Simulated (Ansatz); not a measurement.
Converging the plane-wave cutoff: LaTe (Fm-3m, 2 atoms in the cell)

```xyz
2
Lattice="0.0000 3.2309 3.2309 3.2309 0.0000 3.2309 3.2309 3.2309 0.0000" Properties=species:S:1:pos:R:3 pbc="T T T"
La     0.0000     0.0000     0.0000
Te     3.2309     3.2309     3.2309
```

Method of the run: PBEsol, default PAW files made with PBE (plane waves; Ansatz, a program for electronic structure).

Base settings: basis.ecutwfc = 420 eV; kpoints.mp_grid.grid = 9 9 9; hamiltonian.xc = pbesol; hamiltonian.pseudopotentials = {kind: paw} (the program's default PAW files); scf.occupations.method = gaussian; scf.occupations.width = 0.1 eV.

The second cell is the first with its lattice scaled by 0.98.

The mesh stays at the base's, so the ladder's end is converged at best in this setting alone.

The first pressure column holds Ansatz's estimate of the finite-basis (Pulay) stress, which hides part of the cutoff error; the other is without it.

Only quantities that move along the ladder and can be compared are tabulated.

The count of work is k-points × plane waves × bands × iterations; it is no time. 

The starting cell comes from a database of computed structures (which also holds hypothetical and non-ambient phases and stackings), without a prior relaxation at this level. Its lattice was rescaled by up to half a per cent.

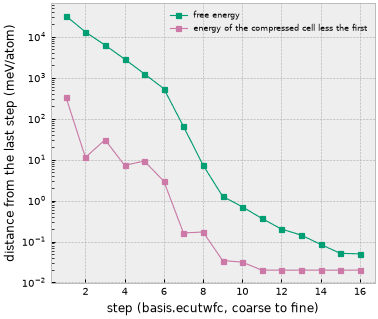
Distance from the last step along the ladder; very small values are drawn at a floor.

```csv
basis.ecutwfc,free energy less the last step's (meV/atom),energy of the compressed cell less the first (meV/atom),pressure (GPa),pressure without the Pulay estimate (GPa),count of work / last
145 eV,32564.02,-346.96,-6.17,-524.77,0.057
170 eV,13132.86,9.11,-5.37,-262.22,0.067
190 eV,6281.94,-32.80,-1.91,-145.80,0.083
210 eV,2855.45,5.05,-1.22,-77.34,0.093
230 eV,1252.67,7.07,-1.99,-39.95,0.11
250 eV,542.13,-5.18,-2.16,-20.75,0.12
295 eV,64.91,-2.03,-1.95,-5.02,0.15
335 eV,7.38,-2.02,-1.93,-2.35,0.19
380 eV,1.27,-2.16,-1.92,-1.95,0.23
420 eV,0.71,-2.16,-1.92,-1.94,0.27
460 eV,0.37,-2.18,-1.92,-1.93,0.29
505 eV,0.20,-2.18,-1.92,-1.93,0.36
565 eV,0.14,-2.19,-1.92,-1.93,0.42
630 eV,0.09,-2.19,-1.92,-1.93,0.49
735 eV,0.05,-2.19,-1.92,-1.92,0.63
840 eV,0.03,-2.19,-1.92,-1.93,0.75
1010 eV,0.00,-2.19,-1.92,-1.93,1.0
```

Coarsest basis.ecutwfc that holds the free energy within 2 meV/atom of the last step, with all finer ones: 380 eV, at 0.23 of the last step's count of work; the step before is off by 7.4 meV/atom.

Coarsest basis.ecutwfc that holds the energy of the compressed cell less the first within 2 meV/atom of the last step, with all finer ones: 295 eV, at 0.15 of the last step's count of work; the step before is off by 3.0 meV/atom.

Coarsest basis.ecutwfc that holds the pressure without the Pulay estimate within 0.5 GPa of the last step, with all finer ones: 335 eV, at 0.19 of the last step's count of work; the step before is off by 3.1 GPa.

The energy difference between the two cells stays within 1 meV/atom of the last step's from 295 eV on, the total only from 420 eV on: much of the error is common to both cells and cancels.

At the lowest cutoff the pressure without the Pulay estimate lies 523 GPa under the last step's, the usual sign of Pulay stress in an incomplete plane-wave basis.

Keys are those of Ansatz 0.2.
